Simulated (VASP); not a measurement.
Band structure of LiF (relaxed from the zinc blende structure, space group F-43m). Computed with PBEsol GGA, VASP's PBE PAW potentials (set 64) (plane waves; VASP).

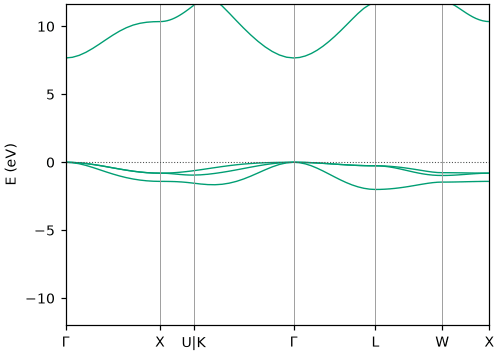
Fig. 1. Bands along high-symmetry lines, zero at the valence-band maximum or, without a gap, the Fermi level

### Question
Read the plot: is there a gap, and where are the band edges?

### Answer
The gap is direct, 7.67 eV, from the valence maximum at Γ to the conduction minimum at Γ. (Edges off the drawn lines would not show.)

The structure was generated: LiF was put into the zinc blende type (F-43m), which need not be its known phase. It was relaxed first.
